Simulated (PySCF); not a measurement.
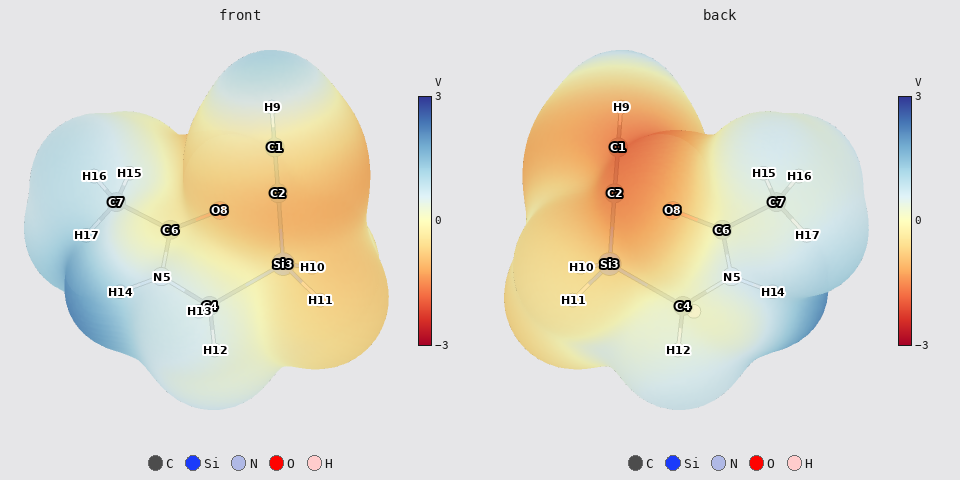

*C$_{5}$H$_{9}$NOSi (SMILES C#C[SiH2]CNC(C)=O). The molecular electrostatic potential painted on the density surface at 0.001 e/bohr³, seen from the front and from behind; red is negative and blue positive.*

Geometry: GFN2-xTB.

Level of theory: PySCF, PBE0/pcSseg-1, SCF density, gas phase, non-relativistic.

```
atom    x (Å)    y (Å)    z (Å)
   C  -2.0242   2.3089  -0.9502
   C  -1.9549   1.2584  -0.3715
  Si  -1.8363  -0.3623   0.5144
   C  -0.5619  -1.4976  -0.3819
   N   0.7887  -0.9946  -0.3208
   C   1.0960   0.0537   0.4435
   C   2.5349   0.5065   0.4021
   O   0.2506   0.6144   1.1264
   H  -2.0867   3.2315  -1.4528
   H  -1.8286  -0.4117   1.9700
   H  -3.0991  -1.0373   0.1004
   H  -0.5915  -2.4962   0.0626
   H  -0.8443  -1.6047  -1.4312
   H   1.5010  -1.4416  -0.8776
   H   2.7314   1.1601   1.2468
   H   2.7030   1.0661  -0.5167
   H   3.2150  -0.3416   0.4266
```

Q: Where is the surface potential most negative and most positive?

A: The most negative region (about −1.7 V, or −39 kcal/mol for a unit charge) lies over C2 and O8, the most positive (about +2.0 V, or +46 kcal/mol for a unit charge) over H14.

Q: How polar is the molecule by this calculation?

A: Its dipole moment is 4.77 D.
